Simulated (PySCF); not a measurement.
## A study: BBrFH₂, charge −1, SMILES `F[BH2-]Br`

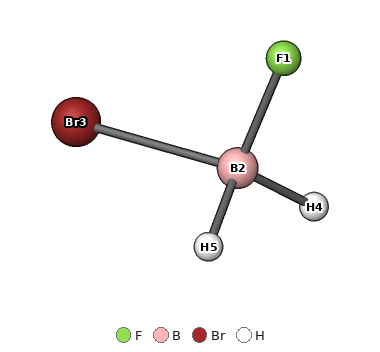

The molecule, with its atoms numbered as below. No frequency check shows the geometry to be a minimum.

Cartesian coordinates (Å):

```
F1       2.0256    0.4593    0.0000
B2       1.1619   -0.6423    0.0000
Br3     -0.7617    0.0474    0.0000
H4       1.3092   -1.2904   -1.0136
H5       1.3091   -1.2905    1.0136
```

### 1. Bonding charge

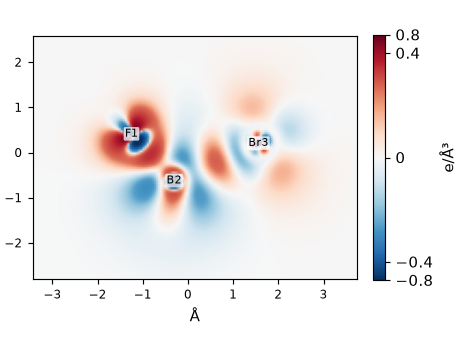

Deformation density (molecule less spherical, spin-averaged free atoms) in the plane of F1, B2 and Br3; colour scale in e/Å³, logarithmic beyond ±0.1; red: gain, blue: loss.

PySCF calculation, PBE0/aug-cc-pVDZ, gas phase; geometry: GFN2-xTB.

Describe the bonding that the map shows.

Answer. F1–B2: +0.06 e/Å³ at the bond critical point (bond length 1.40 Å); up to 0.6 Å beside the axis the gain reaches +0.24 e/Å³. B2–Br3: −0.03 e/Å³ at the bond critical point (bond length 2.04 Å); up to 0.6 Å beside the axis the gain reaches +0.12 e/Å³. In all, 1.5 electrons gather in the regions of gain relative to the promolecule of neutral atoms (this includes the anion's extra charge). A small or negative value marks a very polar bond, one between electron-rich atoms, whose free-atom densities already overlap strongly, a long bond to a heavier atom, or a closed-shell contact such as a hydrogen bond.

### 2. Bond critical points

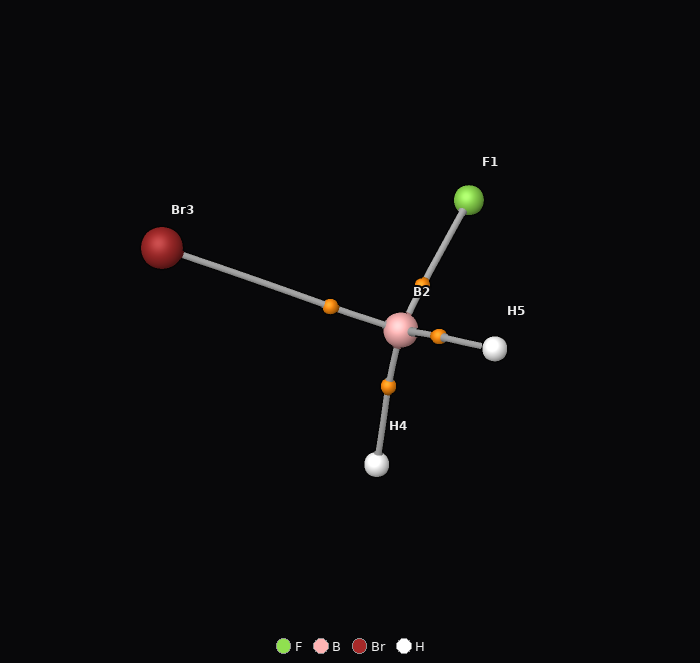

Molecular graph of the electron density (QTAIM): bond paths, bond critical points (orange), ring points (yellow, if any); weak paths are dashed.

How many critical points of each kind are there, and does the count close?

Answer. 5 nuclei, 4 bond, 0 ring and 0 cage critical points: 5 − 4 + 0 − 0 = 1, as the Poincaré–Hopf relation requires.

What does the calculation give at each kind of bond critical point?

Answer.
| bond | length (Å) | ρ (a.u.) | ∇²ρ (a.u.) | ε | H (a.u.) |
| --- | --- | --- | --- | --- | --- |
| B2–H4 (2 alike) | 1.212 | 0.166 | −0.12 | 0.10 | −0.173 |
| F1–B2 | 1.400 | 0.146 | +1.10 | 0.17 | −0.047 |
| B2–Br3 | 2.043 | 0.092 | −0.05 | 0.41 | −0.076 |

What kind of interaction is B2–H4?

Answer. Shared-shell (covalent): ρ = 0.166, ∇²ρ = −0.12, H = −0.173 a.u.

### 3. Local ionisation energy

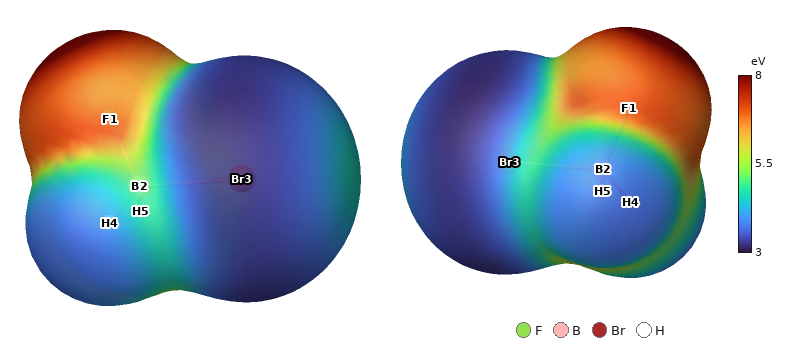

Average local ionisation energy on the surface of electron density 0.001 a.u. (back view left, front view right).

Where are the most loosely bound electrons on this surface?

Answer. The lowest value is 3.1 eV, 2.4 Å from Br3, and at like points elsewhere. Further minima include 3.6 eV, 1.6 Å from H4, and at like points elsewhere. For comparison, the highest occupied orbital lies at −2.0 eV.

### 4. In an electric field

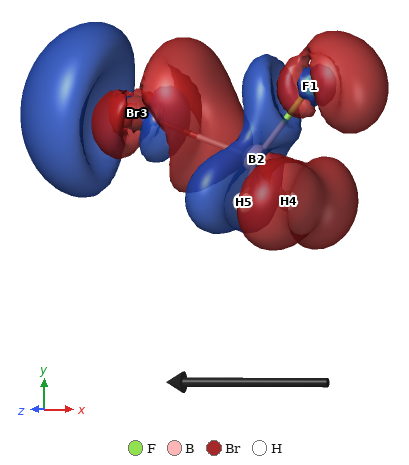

Change of the electron density in a uniform field of 0.10 V/Å along −x (arrow), surfaces at ±0.0008 e/Å³ (red: gain, blue: loss).

Method: r2SCAN/aug-cc-pVDZ; geometry: GFN2-xTB; program: PySCF. For an anion such functionals hold the outermost electrons too loosely, so the response is rough.

What dipole is induced, and what polarisability does it imply?

Answer. The induced dipole is 0.30 D (along the field); α along this axis, from the fields in both directions, is 59 bohr³ (8.7 Å³).

Which atoms gain and lose the most charge?

Answer. Electrons gather most on F1 (Hirshfeld charge changes by −0.004 e) and leave Br3 most (+0.012 e); 0.025 electrons are displaced in all.

### 5. Removing or adding an electron

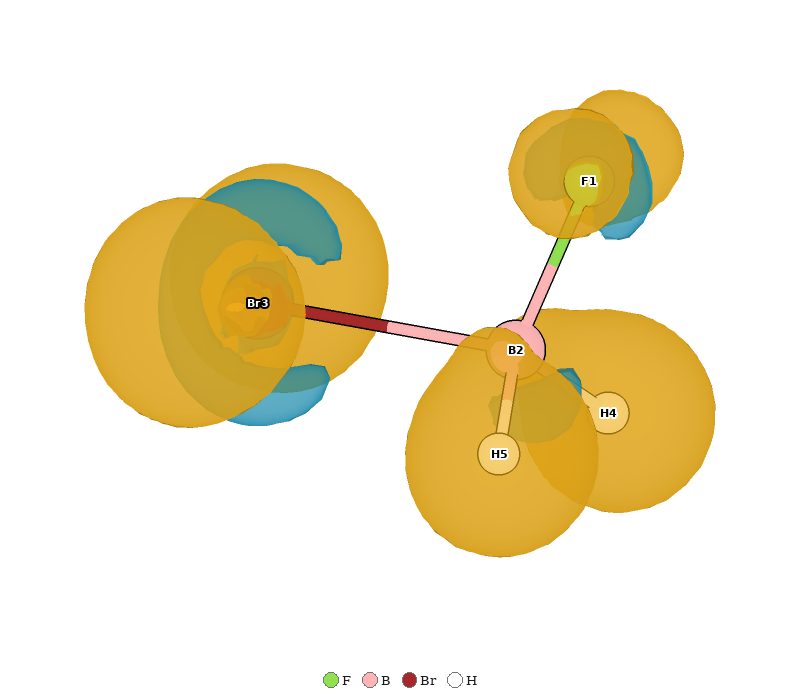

Fukui function f⁻ = ρ(N) − ρ(N−1) at fixed geometry, surfaces at ±0.03 e/Å³ (yellow positive, teal negative).

Computed with PySCF, PBE/aug-cc-pVDZ, geometry: GFN2-xTB.

On which atoms does the density change most on removal of an electron?

Answer. f⁻ (Hirshfeld-condensed) is largest on Br3 (0.45); the vertical detachment energy is 3.81 eV. Condensed values hint at sites of electrophilic attack but needn't mark the atom that reacts. Orbital relaxation makes it negative in places (0.10 e in all).

| atom | f⁻ | charge |
| --- | --- | --- |
| F1 | +0.12 | −0.25 |
| B2 | +0.13 | −0.08 |
| Br3 | +0.45 | −0.38 |
| H4 | +0.15 | −0.15 |
| H5 | +0.15 | −0.15 |
